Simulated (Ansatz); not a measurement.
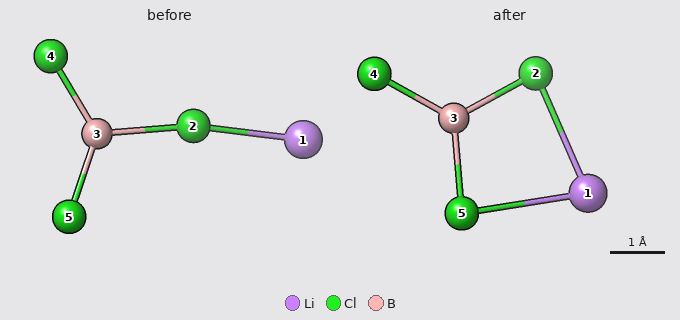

The structure of LiBCl3 (charge +1) (coarse preliminary run) before (left) and after (right) a relaxation, at one scale.

Style: ball-and-stick. Shown at a tilt.

Level of theory: Ansatz 0.2.0, RKS PBE-D4/def2-SVP.

Input file:
```yaml
crystal:
  periodic: [false, false, false]
  atoms:
    - {symbol: Li, position_ang: [-0.193100, 0.015300, -3.052200]}
    - {symbol: Cl, position_ang: [-0.123400, 0.189700, -0.940400]}
    - {symbol: B, position_ang: [0.000500, -0.059600, 0.856300]}
    - {symbol: Cl, position_ang: [-0.905700, 0.987100, 1.807500]}
    - {symbol: Cl, position_ang: [1.221700, -1.132500, 1.328800]}
basis:
  gaussian: {orbitals: def2-SVP}
total_charge: 1
hamiltonian: {xc: pbe, dispersion: d4}
relax: {f_tol: 0.03, max_steps: 250}
```

Command:
```bash
ansatz run in.yaml --threads 4 --pin off --events-out ev --progress --plain --max-ram 9574MiB
```

What changed between the two?

Answer. Li1 moves most after the best rigid fit: 1.49 Å. By element the largest moves are Li 1.49 Å, Cl 1.02 Å, B 0.43 Å. Some distances before and after: Li1–Cl5 4.745 → 2.436 Å, Li1–Cl2 2.120 → 2.436 Å, B3–Cl5 1.693 → 1.790 Å, Cl2–B3 1.818 → 1.790 Å. New bonds form, among them: Li1–Cl5 (4.74 → 2.44 Å). Among the angles between lasting bonds that change: Li1–Cl2–B3 167.2° → 84.3°, Cl2–B3–Cl4 115.9° → 122.6°, Cl4–B3–Cl5 128.8° → 122.6°. Groups turn about Cl2–B3 by about 35°. Over 14 accepted moves (15 points after the start) the energy falls by 12.9 kcal/mol. Largest force component: 0.69 eV/Å at the start, 0.0019 eV/Å at the end. The line search rejected the trial step at point 2 of the run.
